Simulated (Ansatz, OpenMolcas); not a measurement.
# Exact exchange and the electronic atomisation energy of SiHF3

SiHF3: 5 atoms, total charge 0, spin state singlet. As SMILES, `F[SiH](F)F`. The coordinates come from a PBE0-D4/def2-TZVP relaxation.

The electronic atomisation energy y, in eV, basis def2-SVPD; a is the functional's share of exact exchange. Programs: Ansatz 0.2.0, OpenMolcas 26.06.

| functional | program | a | y (eV) |
| --- | --- | --- | --- |
| TPSS | OpenMolcas | 0 | 21.09 |
| BLYP | Ansatz | 0 | 20.88 |
| B3LYP | Ansatz | 0.2 | 20.82 |
| r2SCAN0 | Ansatz | 0.25 | 20.65 |
| PBE0 | Ansatz | 0.25 | ? |
| BHLYP | Ansatz | 0.5 | 20.13 |

Task: Fit y = c + s·a to the known rows and predict PBE0.

Result: 
1. Means of the 5 rows: a = 0.1900, y = 20.714.
2. Σ(Δa)² = 0.172, Σ(Δa·Δy) = -0.2868, so the slope is -0.2868/0.172 = -1.6674.
3. Intercept: 20.714 − (-1.6674) × 0.1900 = 21.031. The largest residual of the fit is 0.15.
4. PBE0: 21.031 + (-1.6674) × 0.25 = 20.61 eV.

The run gave 20.71 eV, so the prediction is off by -0.10 eV, within the scatter of the fit. The rows mix families of semi-local functionals, which the line can't see.

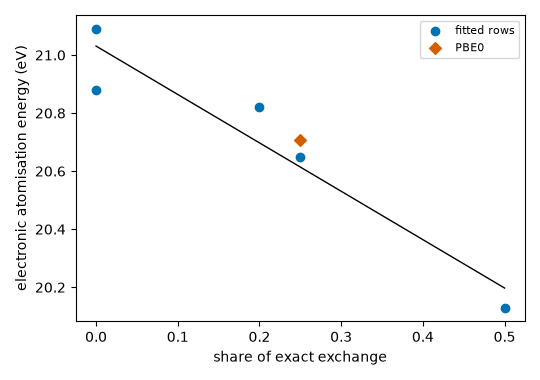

The fitted line, with the withheld row.
